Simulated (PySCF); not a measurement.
```xyz
9

Si    0.6600   -0.1694    1.1846
Cl    1.4903    1.4324    2.1741
Cl    0.9667   -1.9287    2.2023
Si   -1.3355    0.2102   -0.0212
Cl   -2.2380    2.0573    0.0587
Cl   -2.7214   -1.3076   -0.1191
Si    0.7080   -0.0824   -1.1736
Cl    1.6044    1.5293   -2.0818
Cl    0.9982   -1.8105   -2.2497
```

Geometry: PBE0-D3(BJ)/def2-SVP.

Method: PySCF, PBE0/pcSseg-1, SCF density, gas phase, non-relativistic.

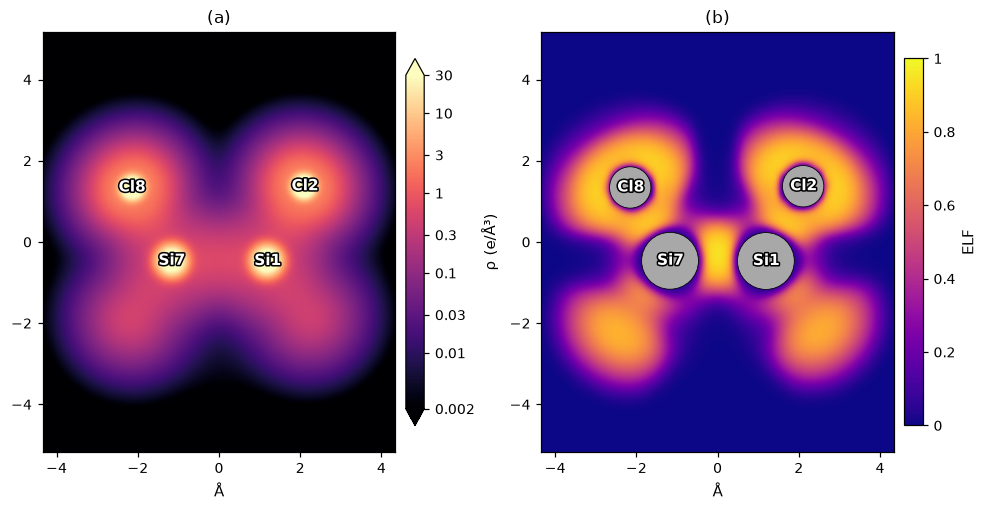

Cl₆Si₃. (a) electron density; (b) electron localisation function on the plane of atoms Cl2, Si1 and Si7. Grey discs cover the atomic cores in the ELF map.

### What does the map show?

Atoms in the plane: Si and Cl. Si–Cl (2.06 Å): ρ is about 0.9 e/Å³ halfway; the ELF peaks at about 0.85 between the atoms; a polar covalent bond. Si–Si (2.36 Å): the density is about 0.6 e/Å³ at the midpoint; the ELF peaks at about 0.95 between the atoms; localised, covalent bonding. The ELF also peaks beside Cl9, Cl3, Cl8 and Cl2, away from the bonds: lone-pair regions.
